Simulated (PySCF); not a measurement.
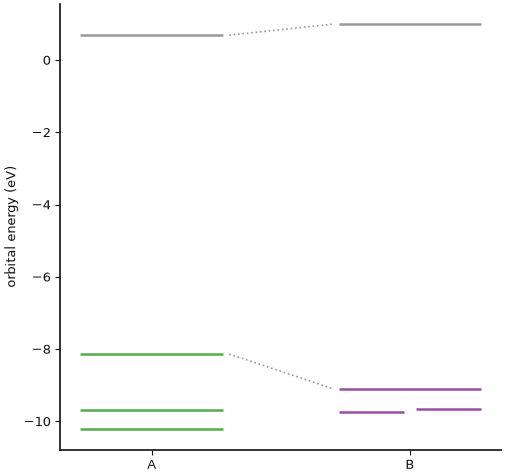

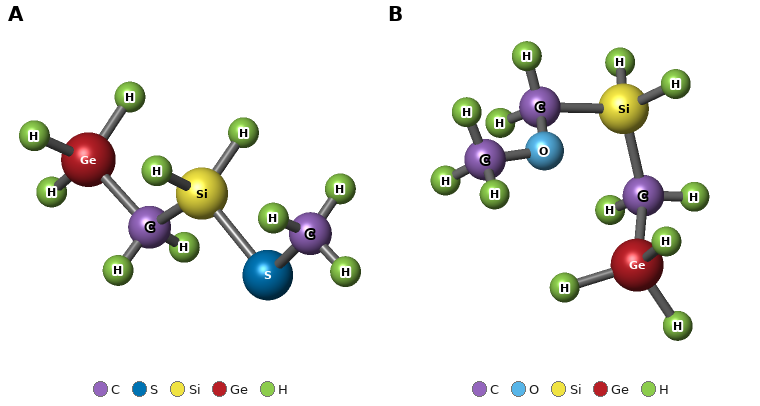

Related molecules: A is C₂H₁₀GeSSi, SMILES CS[SiH2][CH2][GeH3], singlet; B is C₃H₁₂GeOSi, SMILES COC[SiH2][CH2][GeH3], singlet. Frontier orbital energies, CAM-B3LYP/def2-SVPD, PySCF 2.14.0, at a PBE0-D3(BJ)/def2-SVP geometry (no frequency check); drawn are at most three filled levels and, in grey, the LUMO with any level within 0.03 eV of it; dotted lines join the HOMOs and the LUMOs.

Question: What does the change do to the frontier levels?

Answer: From A to B the HOMO falls by 0.95 eV and the LUMO rises by 0.30 eV, so the separation goes from 8.83 to 10.09 eV.

Question: Does the ΔSCF ionisation energy follow the HOMO?

Answer: A: −ε(HOMO) 8.14, ΔSCF 8.93 eV; B: −ε(HOMO) 9.09, ΔSCF 9.85 eV.

Limits of at least one run: empty levels above zero depend strongly on the basis; one conformer of a flexible molecule.
